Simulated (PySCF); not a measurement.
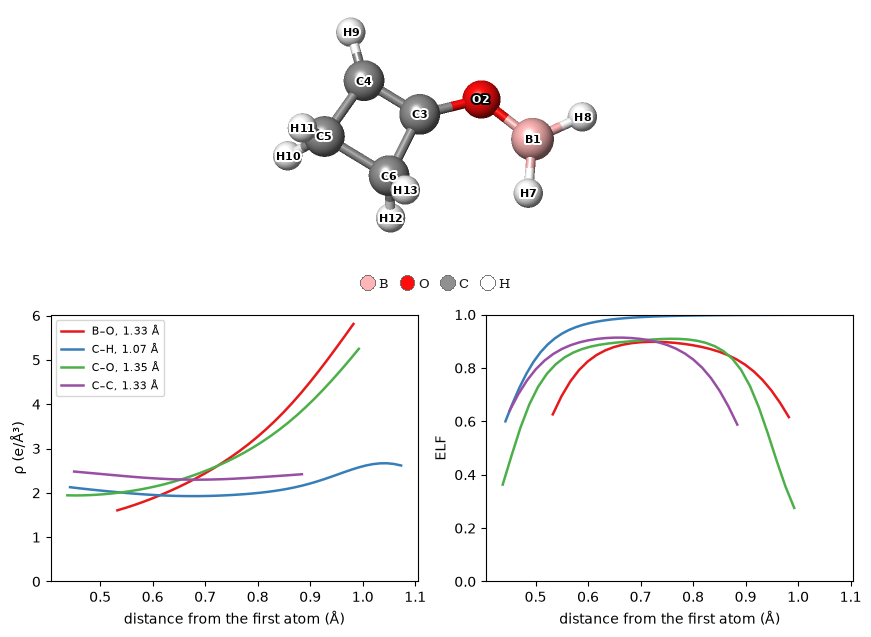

Figure 1: C4H7BO. Electron density and ELF along straight lines between neighbouring atoms. The curves leave out the atomic cores. The structure is drawn too.

Geometry: GFN2-xTB.

Computed with B3LYP/def2-SVPD, SCF density, gas phase (PySCF).

```yaml
atoms:
  - { symbol: B, position_ang: [2.4867, -0.3103, 0.0555] }
  - { symbol: O, position_ang: [1.5526, 0.4376, -0.5296] }
  - { symbol: C, position_ang: [0.2259, 0.3404, -0.3254] }
  - { symbol: C, position_ang: [-0.8210, 1.0010, -0.8243] }
  - { symbol: C, position_ang: [-1.8182, 0.2051, -0.0234] }
  - { symbol: C, position_ang: [-0.6020, -0.5633, 0.5563] }
  - { symbol: H, position_ang: [2.2277, -1.1572, 0.8342] }
  - { symbol: H, position_ang: [3.5886, -0.0671, -0.2590] }
  - { symbol: H, position_ang: [-0.9435, 1.8005, -1.5293] }
  - { symbol: H, position_ang: [-2.5028, -0.4032, -0.6119] }
  - { symbol: H, position_ang: [-2.3854, 0.7782, 0.7079] }
  - { symbol: H, position_ang: [-0.5649, -1.6213, 0.3050] }
  - { symbol: H, position_ang: [-0.4480, -0.4399, 1.6264] }
```

What kind of bonding do the profiles show?

Answer. B–O (1.33 Å): the density is about 2.2 e/Å³ at the midpoint; the ELF peaks at about 0.90 between the atoms (a polar covalent bond).
C–H (1.07 Å): ρ at the midpoint is about 2 e/Å³; the ELF climbs to about 1 towards the hydrogen, as it does in any bond to H: an ordinary covalent bond to hydrogen.
C–O (1.35 Å): ρ is about 2.4 e/Å³ halfway, with its minimum of 1.9 e/Å³ about 0.5 Å from C; the ELF peaks at about 0.90 between the atoms; a shared but strongly polarised pair.
C–C (1.33 Å): ρ at the midpoint is about 2.3 e/Å³; the ELF peaks at about 0.90 between the atoms (a multiple bond).
